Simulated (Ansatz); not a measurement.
**AlCl2O (SMILES [O-][Al]([Cl])[Cl]) (charge −1): density, localisation and related maps**

Input file:

```
crystal:
  periodic: [false, false, false]
  atoms:
    - {symbol: Al, position_ang: [0.196655, -0.533121, 0.155094]}
    - {symbol: Cl, position_ang: [-0.906764, -2.415039, 0.383891]}
    - {symbol: Cl, position_ang: [-1.073342, 0.672306, -1.166099]}
    - {symbol: O, position_ang: [1.638901, -0.122046, 0.818894]}
basis:
  gaussian:
    orbitals: def2-TZVPD
total_charge: -1
hamiltonian:
  xc: {name: PBE0}
output:
  forces: true
  orbitals: {seedname: orbitals}
```

Launched as:

```sh
ansatz run input.yaml --threads 1 --pin off --max-ram 2610MiB --events-out events.jsonl --progress --plain --runs-dir runs
```

Geometry: B3LYP-D3(BJ)/def2-SVPD.

Level of theory: isolated molecule in a Gaussian basis; Kohn-Sham density functional theory, functional PBE0 (Ansatz 0.2.0).

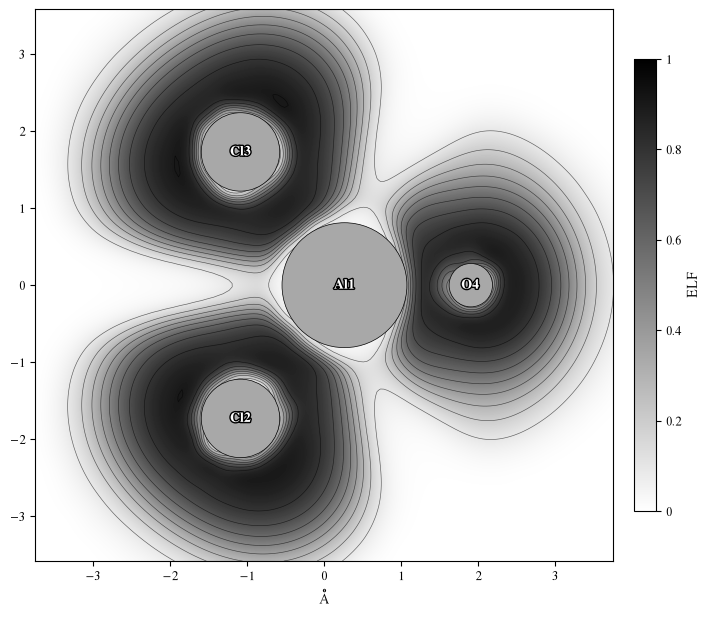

Figure 1. Electron localisation function on the molecular plane. Grey discs cover the atomic cores.

> What does the map show?

The section cuts through Al, Cl and O sites.
Al–O (1.64 Å): the ELF peaks at about 0.80 in the valence shell of O, 0.6 Å from its nucleus, and is about 0.35 at the midpoint.
Al–Cl (2.19 Å): the ELF peaks at about 0.85 in the valence shell of Cl, 0.9 Å from its nucleus, and is about 0.80 at the midpoint.
The ELF also peaks beside Cl2, O4 and Cl3, away from the bonds: lone-pair regions.

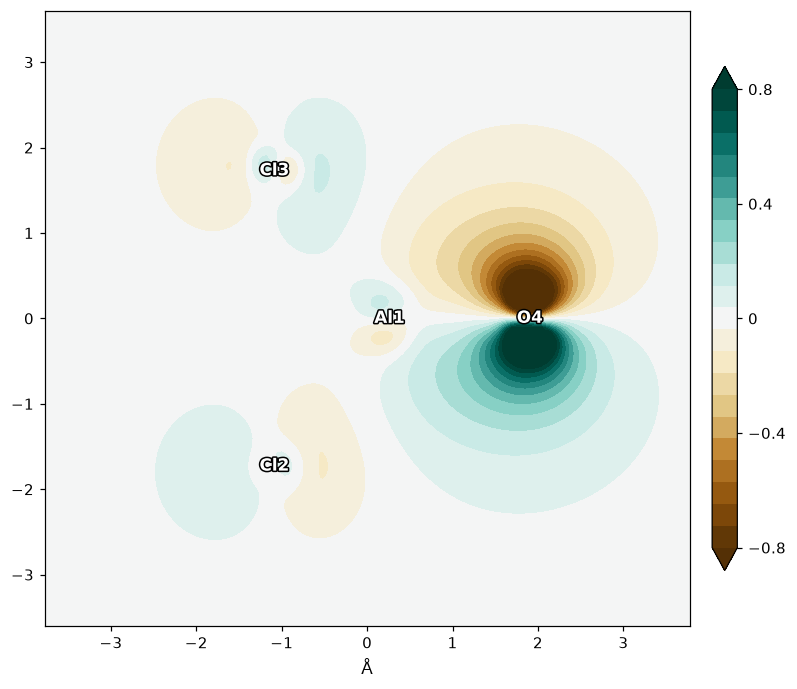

Figure 2. The HOMO on the molecular plane (values in Å⁻³ᐟ²; the overall sign is arbitrary).

> What is the character of this orbital?

Its weight (Hirshfeld) is mainly on O4 (about 80 %); it is symmetric in the molecular plane (an in-plane orbital: σ, lone-pair or in-plane π type); largely a lone pair of O4. Its energy is −2.03 eV.

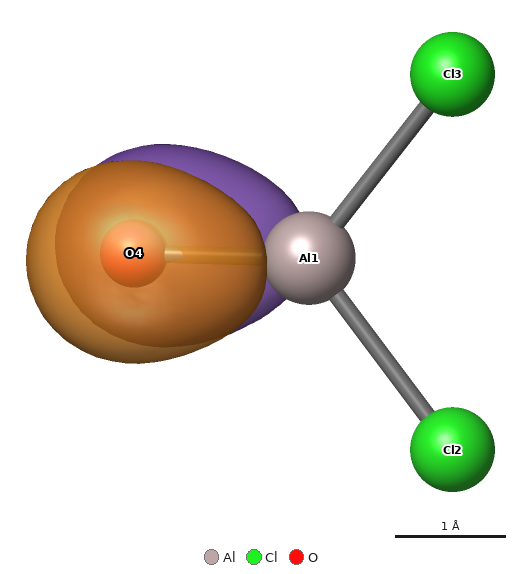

Figure 3. The HOMO−1 at ±0.15 Å⁻³ᐟ² (orange and purple are the two phases), seen at a tilt.

> What is the character of this orbital?

By Hirshfeld shares it lies mainly on O4 (about 80 %) and Al1 (about 20 %); it changes sign across the molecular plane (π type). Its energy is −2.23 eV.
